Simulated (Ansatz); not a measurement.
**BrH3InN: density, localisation and related maps**

Input

```
crystal:
  periodic: [false, false, false]
  atoms:
    - { symbol: "N", position_ang: [-0.0619, -0.6899, -0.6289] }
    - { symbol: In, position_ang: [0.0498, 0.7469, 0.555] }
    - { symbol: Br, position_ang: [0.355, -0.2021, 2.0183] }
    - { symbol: H, position_ang: [-0.9748, -0.6778, -1.1004] }
    - { symbol: H, position_ang: [0.5994, -0.665, -1.4263] }
    - { symbol: H, position_ang: [0.0744, 1.424, 0.5361] }
basis:
  gaussian: { orbitals: def2-SVP }
hamiltonian:
  xc: pbe
  dispersion: d4
relax:
  f_tol: 0.015
  max_steps: 40
output:
  orbitals: {}
```

Command:

```sh
ansatz run input.yaml --threads 1 --pin off --max-ram 2048MiB --backend cpu --events-out ev --progress --plain --runs-dir out
```

The fields are those of the relaxed geometry.

Core potentials replace the inner electrons of In.

All numbers below come from RKS PBE-D4/def2-SVP in Ansatz 0.2.0.

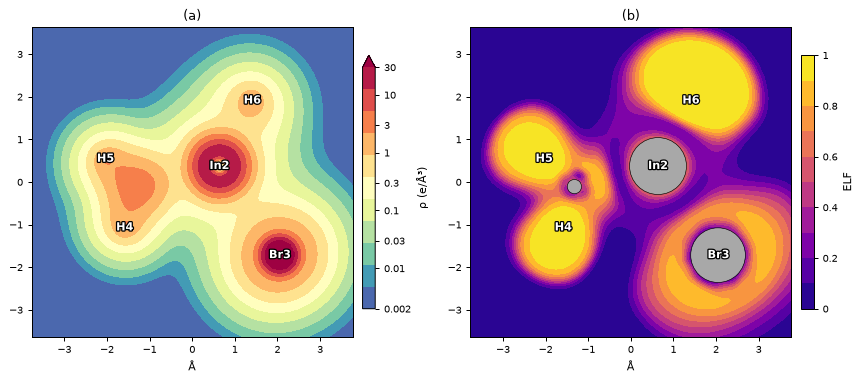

Figure 1. (a) electron density; (b) ELF on the plane of atoms Br3, In2 and H6. Grey discs cover the atomic cores in the ELF map.

Q: Read the bonding off the picture.

A: Atoms in the plane: In, Br and H.
In–Br (2.52 Å): the density is about 0.45 e/Å³ at the midpoint; the ELF peaks at about 0.75 in the valence shell of Br, 1.0 Å from its nucleus, and drops to about 0.15 between the two atoms.
In–H (1.72 Å): ρ at the midpoint is about 1.2 e/Å³; the ELF climbs to about 1 towards the hydrogen.
The ELF also peaks beside Br3, away from the bonds: lone-pair regions.

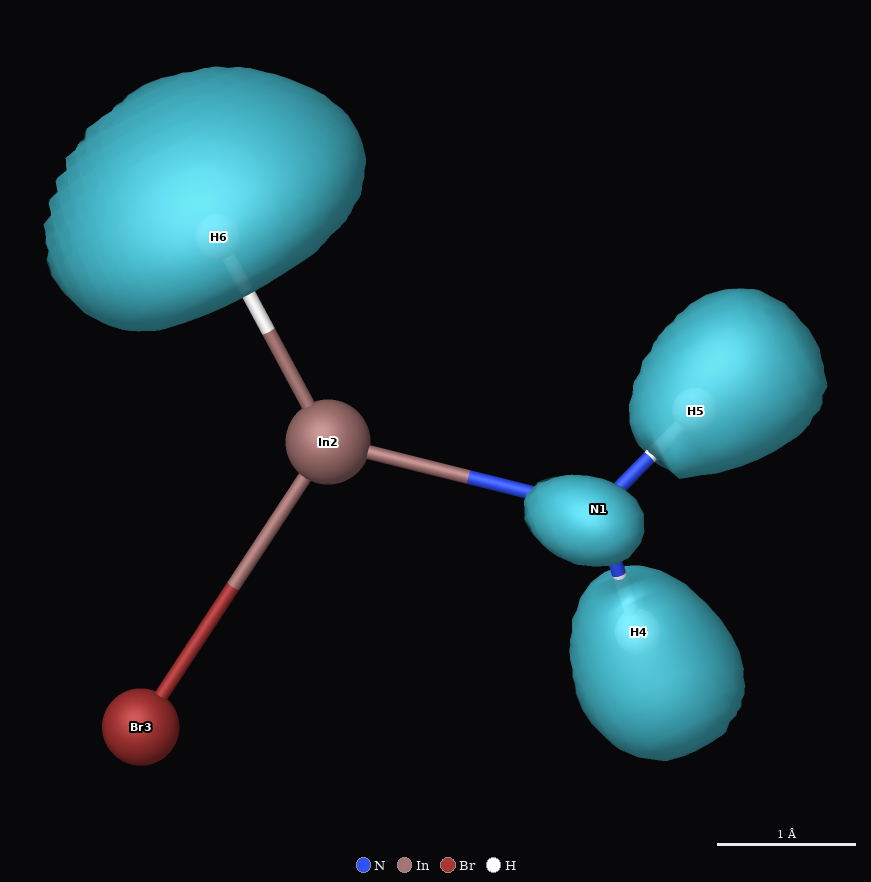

Figure 2. Isosurface of the ELF at 0.9 (cyan), seen at a tilt. Only the valence region is drawn (cores and ρ < 0.01 e/Å³ removed).

Q: Describe the localisation domains.

A: The surface consists of three regions around hydrogen nuclei and one lobe on N, pointing away from the bonds (lone pairs). Profiles from the grid: In–N (2.04 Å): the ELF peaks at about 0.85 in the valence shell of N, 0.6 Å from its nucleus, and drops to about 0.15 between the two atoms.

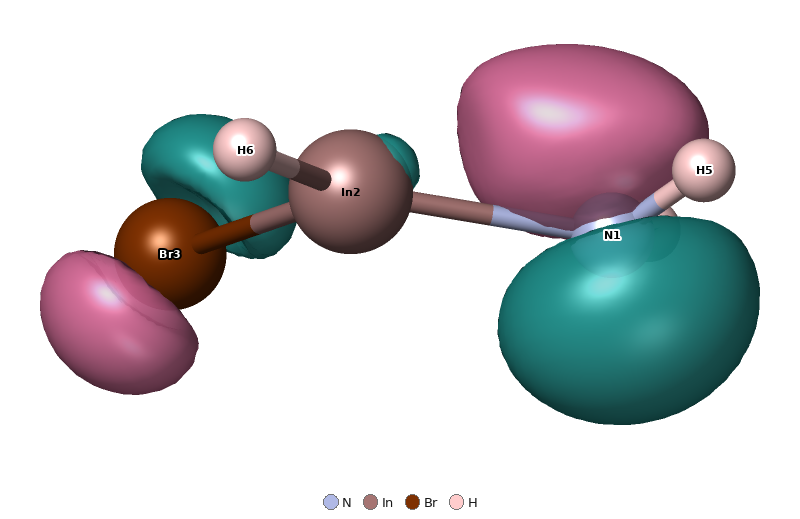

Figure 3. The HOMO at ±0.15 Å⁻³ᐟ² (teal and pink are the two phases), seen from one side.

Q: Describe this orbital and give its energy.

A: Its weight (Hirshfeld) is mainly on N1 (about 65 %), Br3 (about 15 %) and In2 (about 10 %). Its energy is −5.94 eV.
